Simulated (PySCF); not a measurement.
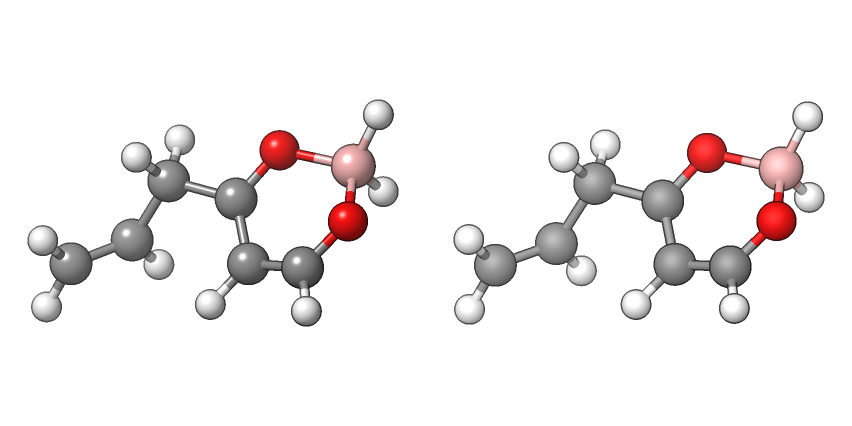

Two views of one molecule. Colours: carbon grey, oxygen red, boron pink, hydrogen white.

Computed geometry: PBE0-D3(BJ)/def2-SVP optimisation. No frequency run is at hand to confirm it as a minimum.

What does the picture show?

It has 18 atoms: 6 carbon, 9 hydrogen, 1 boron and 2 oxygen (C₆H₉BO₂). SMILES: `C=CCC1=[O+][BH2-]OC=C1`. Independent rings (smallest set): 1 of 6 members. Among its groups: alkene, B–H bond. The point group is C1. Coordination: 5 C trigonal planar; 1 C tetrahedral; 2 O bent; 1 B tetrahedral.

More results for the same structure follow; atom numbers are the same in all pictures, views and colours differ.

### Geometry

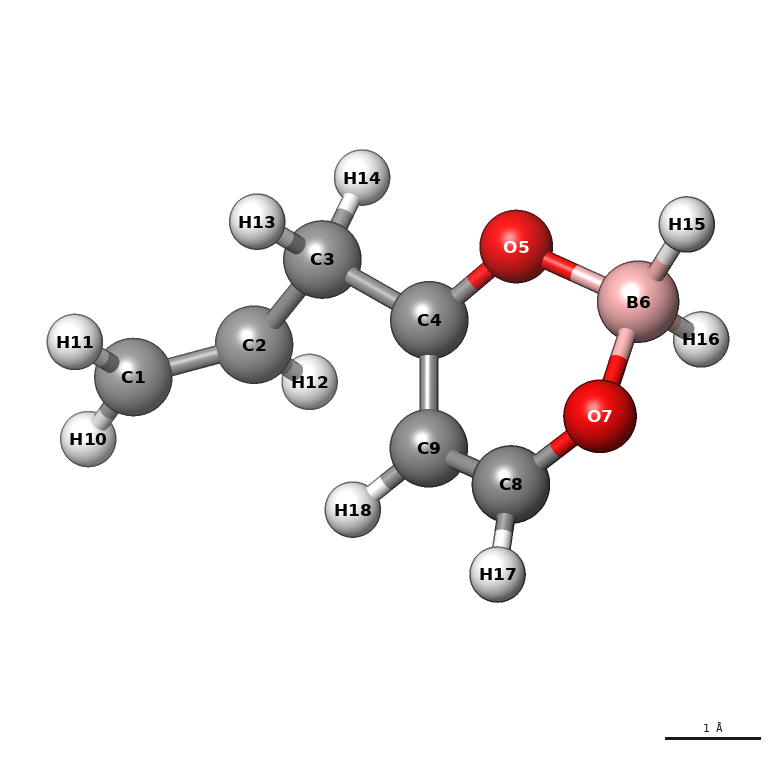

Numbered structure. No frequency run is at hand to confirm it as a minimum.

What are the angles C1–C2–H12, C2–C3–H14, C3–C4–O5, C4–C3–H13, C4–O5–B6, O5–C4–C9, O5–B6–O7, O5–B6–H16, O7–B6–H15, O7–C8–C9, C8–C9–H18, C9–C8–H17?

```tsv
angle	degrees
C1–C2–H12	119.3
C2–C3–H14	111.3
C3–C4–O5	115.9
C4–C3–H13	106.9
C4–O5–B6	119.5
O5–C4–C9	121.7
O5–B6–O7	106.4
O5–B6–H16	107.6
O7–B6–H15	109.1
O7–C8–C9	123.9
C8–C9–H18	121.1
C9–C8–H17	120.5
```

### Levels of theory compared

No frequency run is at hand to confirm it as a minimum. Program: PySCF 2.14.0.

Compare HOMO–LUMO gap (eV), dipole (D), HOMO energy (eV) at these levels: PBE0/def2-SVPD; PBE0/def2-SVPD in acetone (IEF-PCM); PBE0/pcSseg-1; PBE0/pcSseg-1 in acetone (IEF-PCM); PBE0/pcSseg-1 in chloroform (IEF-PCM); mPW1PW91/pcSseg-1.

| level | HOMO–LUMO gap (eV) | dipole (D) | HOMO energy (eV) |
| --- | --- | --- | --- |
| PBE0/def2-SVPD | 4.80 | 5.01 | −7.06 |
| PBE0/def2-SVPD in acetone (IEF-PCM) | 5.07 | 6.31 | −7.21 |
| PBE0/pcSseg-1 | 4.85 | 5.05 | −7.06 |
| PBE0/pcSseg-1 in acetone (IEF-PCM) | 5.12 | 6.30 | −7.21 |
| PBE0/pcSseg-1 in chloroform (IEF-PCM) | 5.06 | 5.99 | −7.18 |
| mPW1PW91/pcSseg-1 | 4.86 | 5.07 | −7.09 |

### Charges

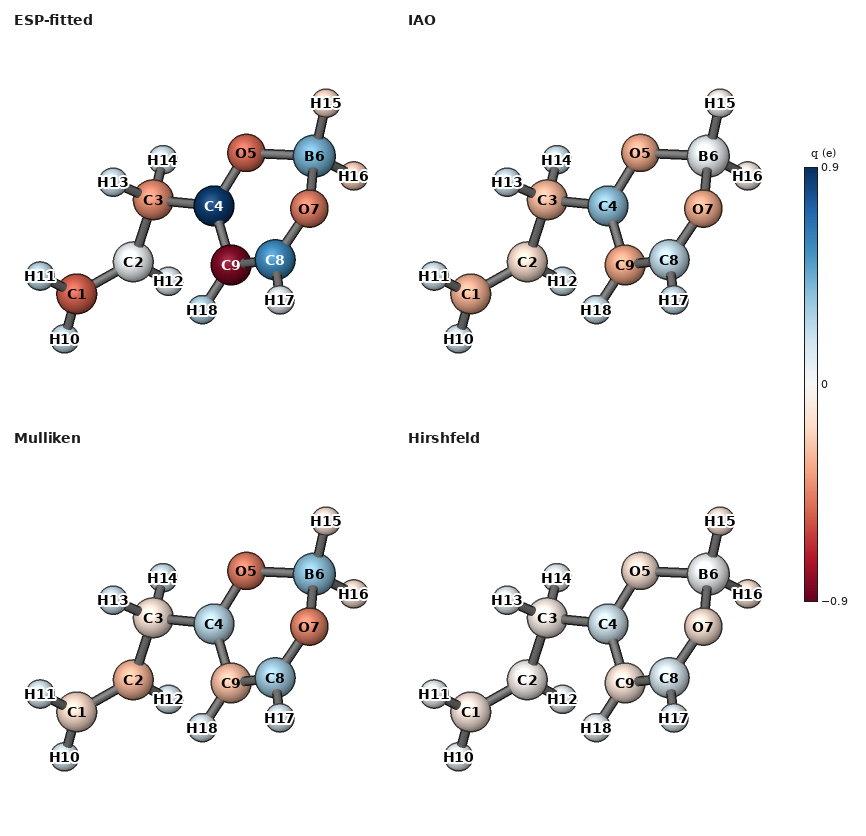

Atomic charges of one calculation by 4 schemes, on one colour scale. No frequency run is at hand to confirm it as a minimum. Computed with PBE0/pcSseg-1 in acetone (IEF-PCM) (PySCF 2.14.0).

> Which scheme gives the most polar picture (largest mean size of the charges)?

The ESP-fitted charges are the largest in size here, and the Hirshfeld charges the smallest.

> On which atom do the schemes disagree most?

On C9 (from −0.84 to −0.11 e).

List the charges (e), one line for each set of equivalent atoms.

| atom | ESP-fitted | IAO | Mulliken | Hirshfeld |
| --- | --- | --- | --- | --- |
| C1 | −0.54 | −0.31 | −0.16 | −0.09 |
| C2 | 0.05 | −0.14 | −0.29 | −0.03 |
| C3 | −0.42 | −0.29 | −0.11 | −0.06 |
| C4 | 0.86 | 0.36 | 0.24 | 0.17 |
| O5 | −0.51 | −0.33 | −0.46 | −0.12 |
| B6 | 0.43 | 0.04 | 0.37 | 0.03 |
| O7 | −0.46 | −0.32 | −0.44 | −0.13 |
| C8 | 0.58 | 0.22 | 0.32 | 0.13 |
| C9 | −0.84 | −0.34 | −0.27 | −0.11 |
| H10 | 0.21 | 0.16 | 0.14 | 0.06 |
| H11 | 0.23 | 0.15 | 0.13 | 0.05 |
| H12 | 0.11 | 0.15 | 0.13 | 0.05 |
| H13 | 0.18 | 0.18 | 0.18 | 0.07 |
| H14 | 0.15 | 0.18 | 0.17 | 0.06 |
| H15 | −0.16 | −0.03 | −0.11 | −0.11 |
| H16 | −0.21 | −0.06 | −0.13 | −0.12 |
| H17 | 0.08 | 0.19 | 0.16 | 0.09 |
| H18 | 0.26 | 0.18 | 0.14 | 0.06 |

### Ring current

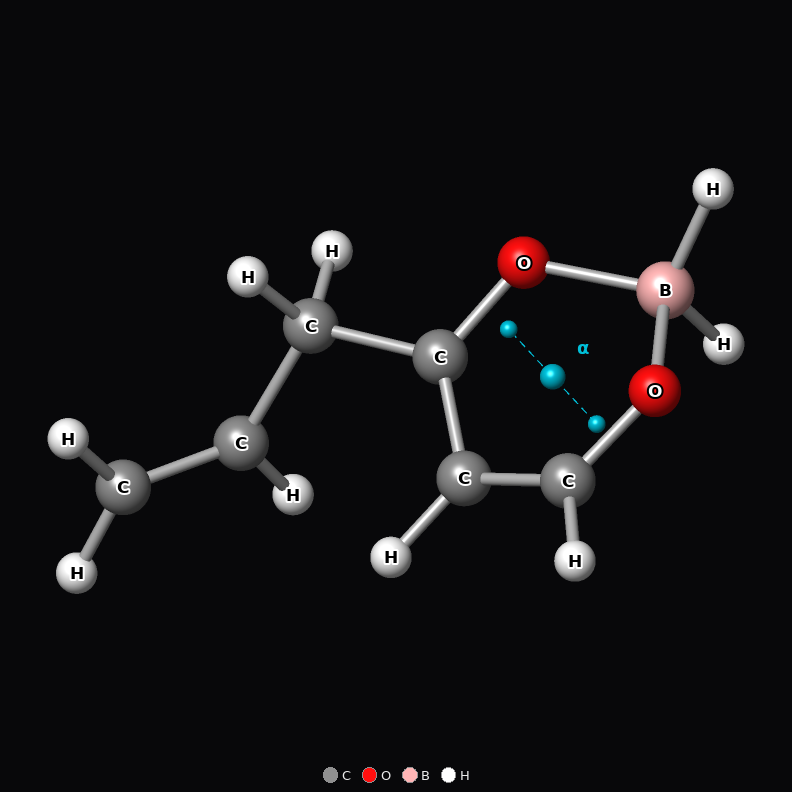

The small points mark where nucleus-independent chemical shifts (NICS) were computed: at the centre of each lettered ring and 1 Å above and below it. No frequency run is at hand to confirm it as a minimum. Method: GIAO PBE0/pcSseg-1 NMR shielding, non-relativistic, IEF-PCM acetone (PySCF 2.14.0).

Give NICS(0), NICS(1) and the out-of-plane component NICS(1)zz for each ring (means of the two sides).

| ring | members | NICS(0) | NICS(1) | NICS(1)zz |
| --- | --- | --- | --- | --- |
| α | C3BO2 | 2.1 | −1.1 | 2.7 |

Values in ppm.

> What do the values say about the ring currents?

Ring α: weak, as in a non-aromatic ring. NICS is one index among several.

Mulliken values depend strongly on the basis set and can even reverse the polarity of a bond.
